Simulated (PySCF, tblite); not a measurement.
# C₆H₉FSSi: geometry, infrared bands and NMR shifts

Wanted: the infrared bands and NMR shifts of C₆H₉FSSi (`C#C[C@@H]1CSC[C@@H](F)[SiH2]1`), by calculation.

The runs use tblite 0.8.0 and PySCF 2.14.0, with density-fitted response routines of our own; the level of theory stands in each step. All values are computed, except where a source is named. Atoms are numbered from 0 throughout.

## (1) The starting structure

18 atoms, charge 0, multiplicity 1; geometry from: force field or distance geometry start.

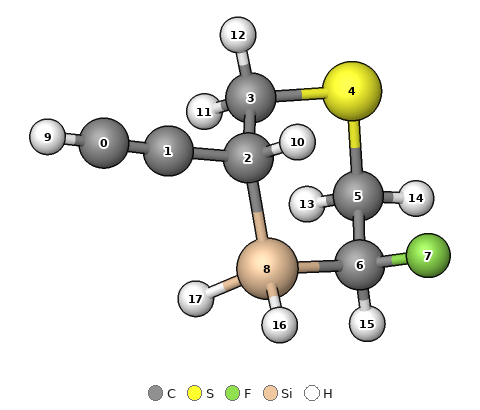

The starting geometry (carbon grey, sulfur yellow, fluorine green, silicon light orange, hydrogen white), atoms numbered; sticks join atoms by distance.

## (2) Optimising the geometry with GFN2-xTB

Job settings and geometry (Å):

```
{"job": {"kind": "relax", "xc": "GFN2-xTB", "basis": "xTB"}, "charge": 0, "multiplicity": 1}
C      3.416800    -0.649100    -1.000400
C      2.346500    -0.457300    -0.468700
C      1.062200    -0.250100     0.225500
C      0.192300    -1.512700     0.105800
S     -1.353500    -1.461600     1.105900
C     -2.246600    -0.116000     0.217900
C     -1.549100     1.250800     0.270200
F     -1.460800     1.655900     1.580500
Si     0.167100     1.287600    -0.465100
H      4.344200    -0.809700    -1.471000
H      1.255100    -0.049800     1.280600
H     -0.072100    -1.752800    -0.924700
H      0.757400    -2.379000     0.497100
H     -2.407400    -0.436400    -0.816300
H     -3.224300    -0.023900     0.705500
H     -2.180200     1.985500    -0.225900
H      0.894700     2.551100    -0.140500
H      0.049100     1.173900    -1.948200
```

The run is started by

```sh
> OMP_NUM_THREADS=1 python probes_run.py task.json out
```

The driver reads the jobs from task.json and runs them one after another.

Log:

```text
step      E/eV     max force
  0    -736.21154    1.760
  1    -736.26514    2.395
  2    -736.28112    1.937
  3    -736.31511    0.271
  4    -736.32285    0.263
  5    -736.33376    0.359
  6    -736.33752    0.178
  7    -736.34096    0.100
  8    -736.34323    0.180
  9    -736.34475    0.137
 10    -736.34554    0.058
 11    -736.34621    0.056
 12    -736.34694    0.103
 13    -736.34765    0.097
 14    -736.34819    0.051
 15    -736.34861    0.046
 16    -736.34901    0.063
 17    -736.34941    0.068
 18    -736.34975    0.046
 19    -736.35002    0.048
 20    -736.35025    0.050
 21    -736.35051    0.051
 22    -736.35081    0.040
 23    -736.35114    0.050
 24    -736.35147    0.046
 25    -736.35180    0.053
 26    -736.35210    0.042
 27    -736.35238    0.043
 28    -736.35265    0.050
 29    -736.35287    0.037
 30    -736.35304    0.033
 31    -736.35318    0.034
 32    -736.35334    0.038
 33    -736.35351    0.041
 34    -736.35365    0.032
 35    -736.35375    0.023
 36    -736.35382    0.022
 37    -736.35390    0.023
 38    -736.35398    0.024
 39    -736.35406    0.022
 40    -736.35415    0.022
 41    -736.35427    0.033
 42    -736.35442    0.037
 43    -736.35459    0.031
 44    -736.35472    0.027
 45    -736.35482    0.027
 46    -736.35492    0.028
 47    -736.35504    0.029
 48    -736.35516    0.028
 49    -736.35523    0.017
 50    -736.35526    0.013
 51    -736.35528    0.010
 52    -736.35530    0.012
 53    -736.35533    0.013
 54    -736.35535    0.010
 55    -736.35536    0.011
 56    -736.35538    0.010
```

It took 0.84 s on 1 thread of Arm Neoverse N1, shared host; peak memory 0.18 GiB.

Relaxation path: (not every step is listed)

```csv
step,energy from step 0 (eV),largest force (eV/Å)
0,0.0000,1.7601
1,-0.0536,2.3945
2,-0.0696,1.9370
3,-0.1036,0.2713
4,-0.1113,0.2626
5,-0.1222,0.3587
6,-0.1260,0.1779
7,-0.1294,0.0998
8,-0.1317,0.1804
12,-0.1354,0.1034
16,-0.1375,0.0629
20,-0.1387,0.0499
24,-0.1399,0.0462
28,-0.1411,0.0504
32,-0.1418,0.0377
36,-0.1423,0.0216
40,-0.1426,0.0225
44,-0.1432,0.0267
48,-0.1436,0.0278
51,-0.1437,0.0103
52,-0.1438,0.0117
53,-0.1438,0.0134
54,-0.1438,0.0105
55,-0.1438,0.0108
56,-0.1438,0.0102
```

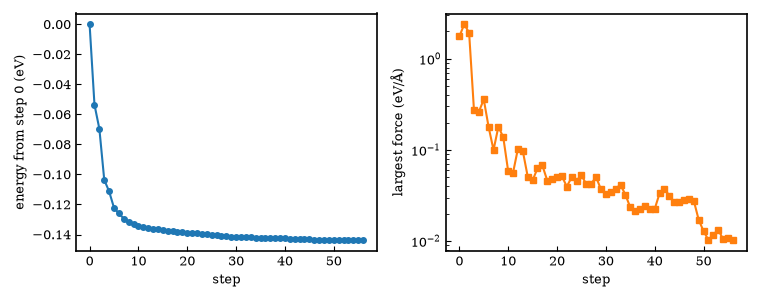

Energy and force, step by step.

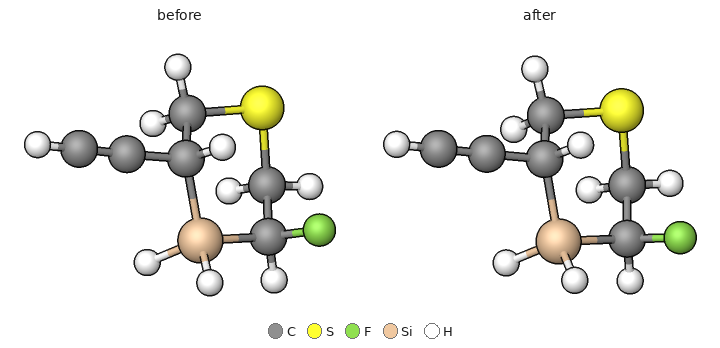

The geometry before (left) and after (right).

Distances of close pairs at the start and the end, largest changes first:

```csv
bond,before (Å),after (Å),change (Å)
C6–Si8,1.867,1.927,+0.059
Si8–H16,1.494,1.458,-0.036
C1–C2,1.475,1.445,-0.030
Si8–H17,1.492,1.467,-0.025
C3–S4,1.842,1.820,-0.022
S4–C5,1.843,1.823,-0.020
C5–C6,1.535,1.519,-0.016
C3–H12,1.106,1.091,-0.015
```

The next job starts from the end point, and lists it.

## (3) Harmonic vibrations with GFN2-xTB

Job settings and geometry (Å):

```
{"job": {"kind": "ir", "xc": "GFN2-xTB", "basis": "xTB"}, "charge": 0, "multiplicity": 1}
C      3.391565    -0.677225    -1.008929
C      2.357549    -0.473279    -0.441051
C      1.094585    -0.254926     0.226183
C      0.207240    -1.494753     0.082957
S     -1.271676    -1.392779     1.138563
C     -2.228434    -0.119364     0.251220
C     -1.583184     1.255940     0.228487
F     -1.559777     1.776841     1.515318
Si     0.212116     1.295532    -0.469310
H      4.308100    -0.849841    -1.488520
H      1.298980    -0.109837     1.293760
H     -0.113102    -1.646425    -0.949455
H      0.733825    -2.389239     0.419935
H     -2.387646    -0.461567    -0.772321
H     -3.184318    -0.085261     0.776107
H     -2.238998     1.930524    -0.338247
H      0.852640     2.521762    -0.008365
H      0.101775     1.180214    -1.927971
```

Log:

```text
mode    cm-1     km/mol
  1      48.7      2.00
  2     100.3      1.07
  3     110.8      0.33
  4     158.8      1.02
  5     191.5      2.42
  6     236.8      3.24
  7     256.5      2.99
  8     298.2     10.20
  9     349.7      3.69
 10     376.4      2.92
 11     418.3      2.87
 12     503.8     82.07
 13     540.3      6.22
 14     574.5     16.37
 15     603.2     34.17
 16     625.2      9.16
 17     655.5     25.00
 18     690.0     90.01
 19     700.2     20.32
 20     734.4    224.66
 21     740.4    114.23
 22     760.6     27.71
 23     831.6      9.26
 24     889.4     25.75
 25     995.3     24.88
 26    1016.2     15.03
 27    1051.7     13.16
 28    1058.7     18.17
 29    1086.8     17.28
 30    1143.2      2.88
 31    1184.7      4.67
 32    1195.5      9.61
 33    1226.0      8.28
 34    1263.6      1.72
 35    1269.5     18.69
 36    1286.7     18.95
 37    1421.7      3.43
 38    1450.3      2.36
 39    2250.0    268.88
 40    2283.6     29.30
 41    2327.3    298.42
 42    2882.9     51.19
 43    2912.8     15.97
 44    2958.6     21.96
 45    2969.4     17.97
 46    2983.8     11.44
 47    2990.5      8.15
 48    3398.0      6.05
```

Wall time 1.4 s (1 thread of Arm Neoverse N1, shared host); peak memory 0.18 GiB.

The strongest bands and the atoms that carry them (share of the mass-weighted mode):

```csv
cm⁻¹,km/mol,atoms
504,82.1,"H16 31 %, Si8 24 %, H17 20 %"
603,34.2,"C6 20 %, H16 17 %, H9 15 %, C5 12 %"
690,90.0,"C5 34 %, S4 17 %, H17 13 %, H16 12 %"
734,224.7,"H17 51 %, H16 38 %"
740,114.2,"C3 27 %, C6 12 %, Si8 11 %, H17 11 %"
2250,268.9,H17 97 %
2327,298.4,H16 97 %
2883,51.2,H15 93 %
```

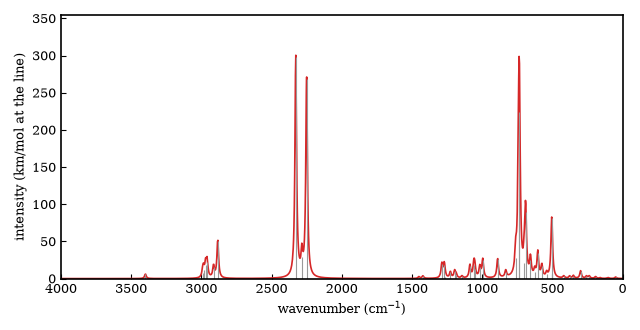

The infrared spectrum from these modes, unscaled. Lines are broadened to a width of 14 cm⁻¹ (Lorentzian).

## (4) Shielding tensors: PBE0/pcSseg-1

Settings changed since step 3:

```diff
@@ -1,2 +1,2 @@
-{"job": {"kind": "ir", "xc": "GFN2-xTB", "basis": "xTB"}, "charge": 0, "multiplicity": 1}
+{"job": {"kind": "nmr", "xc": "PBE0", "basis": "pcSseg-1"}, "charge": 0, "multiplicity": 1}
 C      3.391565    -0.677225    -1.008929
```

Level: GIAO PBE0/pcSseg-1 NMR shielding, non-relativistic, gas phase.

Log:

```text
coarse grid: 16432 points
cycle   1  E = -1020.6728047406  dE =  1.112e+00  |g| = 5.486e-01  |ddm| = 4.148e+00
cycle   2  E = -1020.6508308415  dE =  2.197e-02  |g| = 7.022e-01  |ddm| = 1.243e+00
cycle   3  E = -1020.7341924634  dE = -8.336e-02  |g| = 1.004e-01  |ddm| = 6.454e-01
cycle   4  E = -1020.7358174078  dE = -1.625e-03  |g| = 3.678e-02  |ddm| = 1.032e-01
cycle   5  E = -1020.7360552280  dE = -2.378e-04  |g| = 1.998e-02  |ddm| = 4.860e-02
cycle   6  E = -1020.7361461414  dE = -9.091e-05  |g| = 5.142e-03  |ddm| = 1.958e-02
cycle   7  E = -1020.7361524482  dE = -6.307e-06  |g| = 1.288e-03  |ddm| = 5.097e-03
final grid: 150872 points
cycle   8  E = -1020.7997008149  dE = -3.763e-05  |g| = 1.055e-02  |ddm| = 5.105e-02
cycle   9  E = -1020.7996761257  dE =  2.469e-05  |g| = 1.486e-02  |ddm| = 2.650e-02
cycle  10  E = -1020.7997271388  dE = -5.101e-05  |g| = 1.452e-03  |ddm| = 1.641e-02
cycle  11  E = -1020.7997275253  dE = -3.866e-07  |g| = 5.605e-04  |ddm| = 1.725e-03
cycle  12  E = -1020.7997275910  dE = -6.568e-08  |g| = 2.150e-04  |ddm| = 5.452e-04
cycle  13  E = -1020.7997276014  dE = -1.034e-08  |g| = 5.194e-05  |ddm| = 2.102e-04
cycle  14  E = -1020.7997276019  dE = -5.418e-10  |g| = 1.292e-05  |ddm| = 7.790e-05
converged SCF energy = -1020.7997276019

GIAO shielding tensors (ppm)
atom      isotropic    diamagn.    paramagn.     s11        s22        s33       span
  0 C      110.924     257.852    -146.928     40.034     45.185    247.553    207.519
  1 C       98.225     256.345    -158.121     -6.425      2.796    298.302    304.727
  2 C      170.770     249.136     -78.366    142.278    174.538    195.495     53.217
  3 C      146.416     247.903    -101.487    132.162    142.086    165.000     32.838
  4 S      513.683    1054.801    -541.118    408.448    449.998    682.602    274.154
  5 C      143.502     249.630    -106.127    134.177    143.931    152.400     18.223
  6 C      102.230     247.453    -145.222     64.909     80.407    161.375     96.465
  7 F      411.185     473.374     -62.188    346.794    428.996    457.766    110.972
  8 Si     391.683     878.173    -486.490    373.793    383.450    417.806     44.013
  9 H       30.144      33.947      -3.803     24.829     24.947     40.657     15.828
 10 H       29.212      28.370       0.842     24.241     29.967     33.429      9.188
 11 H       29.059      30.046      -0.987     24.599     29.033     33.544      8.944
 12 H       28.680      29.321      -0.641     22.529     28.448     35.062     12.533
 13 H       28.884      29.715      -0.831     24.149     27.741     34.763     10.615
 14 H       28.497      28.440       0.057     22.770     26.651     36.070     13.300
 15 H       26.728      28.457      -1.729     23.488     26.497     30.198      6.710
 16 H       27.392      27.833      -0.441     23.953     25.279     32.945      8.993
 17 H       27.688      28.556      -0.867     24.789     25.963     32.313      7.524
```

It took 78 s on 1 thread of Arm Neoverse N1, shared host; peak memory 1 GiB.

Shifts follow as δ = σ(reference) − σ, with reference shieldings (ppm) from runs at the same level and on the same kind of geometry: ¹H TMS 31.72, ¹³C TMS 186.9, ²⁹Si TMS 349.2, ¹⁹F CFCl3 170.9, ³³S CS2 504. The references are single molecules in the gas phase, so shifts against H2O, NH3, PH3, H3PO4 or CFCl3 are not on the usual liquid scales and can be off by tens of ppm.

```csv
atoms,environment,σ (ppm),δ (ppm),δ scaled to CDCl3
C1,alkyne carbon,98.2,88.7,84.7
C6,sp3 CH bonded to F and Si,102.2,84.7,80.7
C0,terminal alkyne carbon,110.9,76.0,72.3
C5,sp3 CH2 bonded to S,143.5,43.4,36.1
C3,sp3 CH2 bonded to S,146.4,40.5,33.2
C2,propargylic sp3 CH bonded to Si,170.8,16.2,13.9
H15,hydrogen on an sp3 CH bonded to F and Si,26.73,4.99,4.81
H16,"hydrogen on a silicon bonded to 2 C, in a 6-membered ring",27.39,4.32,–
H17,"hydrogen on a silicon bonded to 2 C, in a 6-membered ring",27.69,4.03,–
H14,hydrogen on an sp3 CH2 bonded to S,28.50,3.22,3.14
H12,hydrogen on an sp3 CH2 bonded to S,28.68,3.04,2.97
H13,hydrogen on an sp3 CH2 bonded to S,28.88,2.83,2.78
H11,hydrogen on an sp3 CH2 bonded to S,29.06,2.66,2.61
H10,hydrogen on a propargylic sp3 CH bonded to Si,29.21,2.50,2.47
H9,hydrogen on a terminal alkyne carbon,30.14,1.57,1.59
S4,sulfide sulfur,514,-10,–
F7,fluorine on an sp3 carbon,411.2,-240.2,–
Si8,"silicon bonded to 2 C, 2 H, in a 6-membered ring",391.7,-42.5,–
```

The scaled column applies a straight-line fit of computed shieldings to shifts measured in CDCl3, with any fitted terms for Cl, Br or S neighbours, and one for carbons that bear F (root-mean-square error 0.16 ppm for H, 1.9 ppm for C).

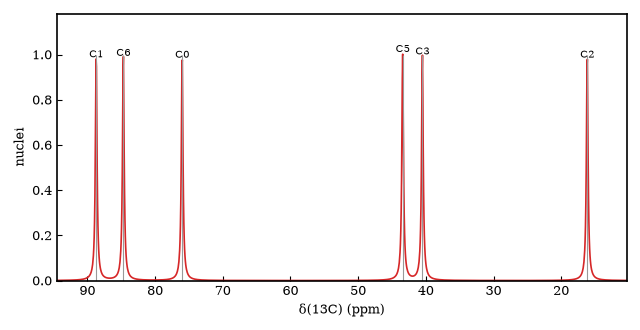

¹³C lines at the computed shifts, without couplings. Lines are broadened to a width of 0.29 ppm (Lorentzian).

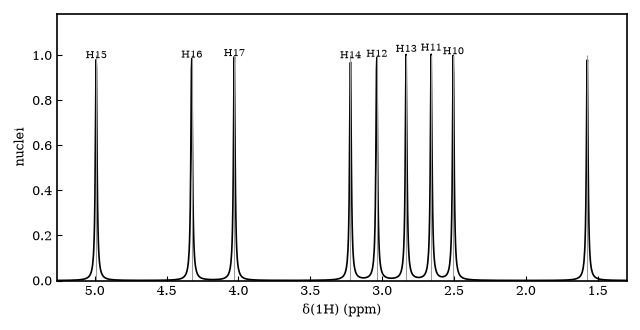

¹H lines at the computed shifts, without couplings. Lines are broadened to a width of 0.01 ppm (Lorentzian).

Charges from the same density, by scheme (e):

```csv
atoms,Mulliken,IAO,Hirshfeld,ESP fit
C0,-0.41,-0.26,-0.12,-0.35
C1,0.32,-0.03,-0.04,-0.28
C2,-0.53,-0.39,-0.10,0.49
C3,-0.29,-0.33,-0.07,-0.50
S4,0.02,0.07,0.00,-0.15
C5,-0.34,-0.36,-0.08,-0.45
C6,-0.07,-0.09,-0.03,0.19
F7,-0.33,-0.33,-0.12,-0.25
Si8,0.72,0.76,0.34,0.21
```

IAO charges:

C0 -0.26; C1 -0.03; C2 -0.39; C3 -0.33; S4 0.07; C5 -0.36; C6 -0.09; F7 -0.33; Si8 0.76; H9 0.20; H10 0.18; H11 0.14; H12 0.17; H13 0.15; H14 0.17; H15 0.14; H16 -0.10; H17 -0.12

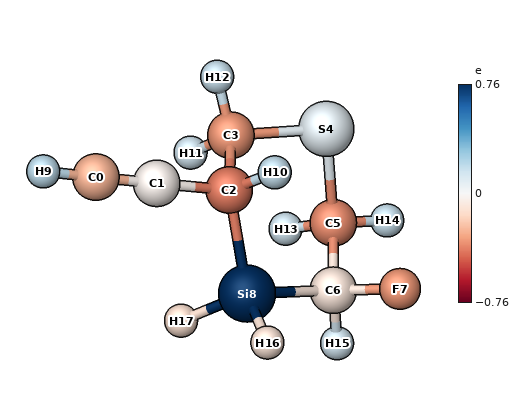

IAO charges, as colours on the atoms.

Mayer bond orders: C0–C1 2.47, C1–C2 1.03, C2–C3 0.98, C3–S4 1.02, S4–C5 1.01, C5–C6 1.00, C6–F7 0.84, C6–Si8 0.83, Si8–C2 0.84.

Ring of atoms C2, C3, S4, C5, C6, Si8: NICS(0) -2.4, NICS(1) -2.0, NICS(1)zz 4.3 ppm (means of both faces).

## (5) Results

| quantity | value |
| --- | --- |
| strongest single infrared mode (GFN2-xTB) | 2327 cm⁻¹, 298 km/mol |
| zero-point energy (GFN2-xTB) | 80.1 kcal/mol |
| ¹³C shifts against TMS (PBE0/pcSseg-1) | 88.7, 84.7, 76.0, 43.4, 40.5, 16.2 ppm |
| ¹H shifts against TMS (PBE0/pcSseg-1) | 4.99, 4.32, 4.03, 3.22, 3.04, 2.83, 2.66, 2.50, 1.57 ppm |
| ³³S shifts against CS2 (PBE0/pcSseg-1) | -10 ppm |
| ¹⁹F shifts against CFCl3 (PBE0/pcSseg-1) | -240.2 ppm |
| ²⁹Si shifts against TMS (PBE0/pcSseg-1) | -42.5 ppm |

In words: The optimisation took 56 steps and gained 0.144 eV; among the close pairs (by a distance rule), C6–Si8 changed most, from 1.867 to 1.927 Å. All 48 modes are real, so the xTB geometry is a minimum. The strongest single mode, at 2327 cm⁻¹, moves mainly H16. Unscaled tight-binding wavenumbers are off by several per cent, some by more. Its intensities can rank the bands wrongly. H15 (hydrogen on an sp3 CH bonded to F and Si) lies farthest downfield among hydrogen, at 4.99 ppm; its carbon carries F, hence the downfield position. At PBE0/pcSseg-1: The widest tensor belongs to C1: span 305 ppm, with a paramagnetic part of -158 ppm.
